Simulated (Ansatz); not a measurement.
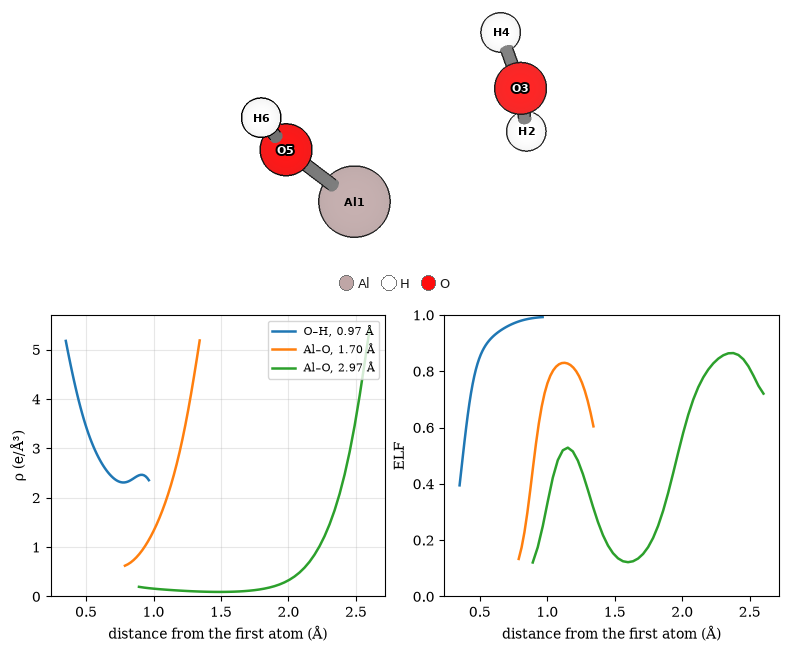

AlHO···H$_{2}$O. Electron density and ELF along straight lines between neighbouring atoms. The curves leave out the atomic cores. The structure is drawn too.

Not at a stationary point (largest force 0.6 eV/Å).

All numbers below come from RKS BLYP-D4/def2-SVP in Ansatz.

The calculation's input:

```
crystal:
  periodic: [false, false, false]
  atoms:
    - { symbol: Al, position_ang: [0.0, 0.0, 0.0] }
    - { symbol: H, position_ang: [1.0658, 0.0, 1.4006] }
    - { symbol: O, position_ang: [1.9504, 0.0, 0.3409] }
    - { symbol: H, position_ang: [2.2503, -0.9519, 0.186] }
    - { symbol: O, position_ang: [-1.5415, 0.0, -0.89] }
    - { symbol: H, position_ang: [-2.0512, -0.8467, -0.6815] }
basis:
  gaussian: { orbitals: def2-SVP }
hamiltonian:
  xc: blyp
  dispersion: d4
relax:
  f_tol: 0.15
  max_steps: 25
  restrain:
    - { distance: [1, 2], at: 1.01, k: 30.0 }
    - { distance: [0, 1], at: 2.76, k: 30.0 }
    - { distance: [0, 2], at: 2.98, k: 30.0 }
output:
  orbitals: {}
```

Run with:

```sh
ansatz run input.yaml --threads 1 --pin off --max-ram 2048MiB --backend cpu --events-out ev --progress --plain --runs-dir out
```

The fields are those of the run's last geometry, not of the input's.

**What can be read from the curves?**

O–H (0.97 Å): ρ at the midpoint is about 3.6 e/Å³; the ELF climbs to about 1 towards the hydrogen, as it does in any bond to H; a covalent bond by its length.
Al–O (1.70 Å): the density is about 0.74 e/Å³ at the midpoint; the ELF peaks at about 0.85 in the valence shell of O, 0.6 Å from its nucleus, and is about 0.30 at the midpoint.
Al1···O3 (2.97 Å): the density falls to about 0.09 e/Å³ on the way; the ELF is about 0.15 at the midpoint.
